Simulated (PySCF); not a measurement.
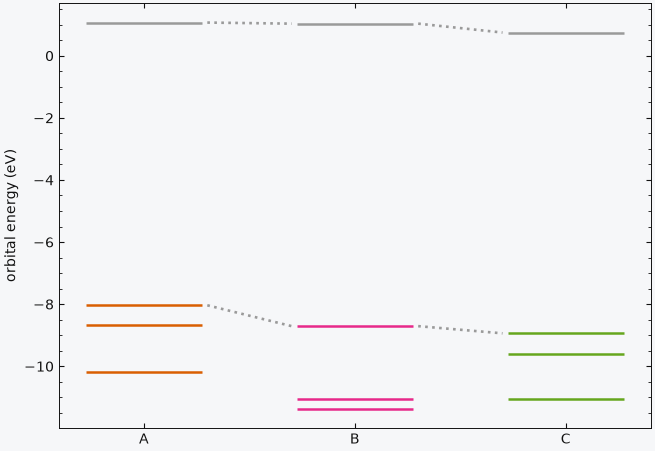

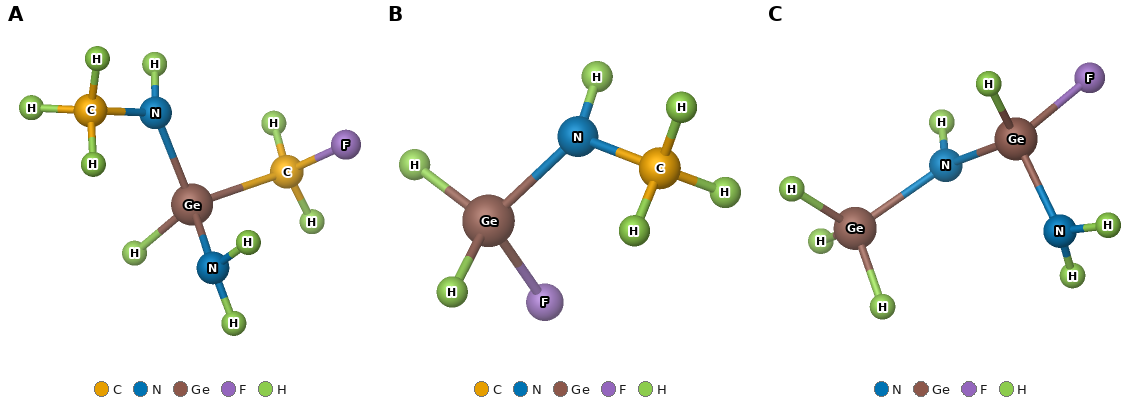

Related molecules: A is C₂H₉FGeN₂, SMILES C[NH][Ge@H]([NH2])[CH2]F, singlet; B is CH₆FGeN, SMILES C[NH][GeH2][F], singlet; C is Ge₂N₂H₇F, SMILES [NH2][Ge@@H]([F])[NH][GeH3], singlet. Frontier orbital energies, CAM-B3LYP/def2-SVPD in PySCF, at a GFN2-xTB geometry (no frequency check); drawn are at most three filled levels and, in grey, the LUMO with any level within 0.03 eV of it; dotted lines join the HOMOs and the LUMOs.

Q: What does the change do to the frontier levels?

A: From A to B the HOMO falls by 0.67 eV and the LUMO hardly moves, so the separation goes from 9.10 to 9.74 eV. From A to C the HOMO falls by 0.90 eV and the LUMO falls by 0.32 eV, so the separation goes from 9.10 to 9.69 eV.

Limits of at least one run: empty levels above zero depend strongly on the basis; one conformer of a flexible molecule; the tight-binding geometry is rougher than a DFT one and adds to the error.
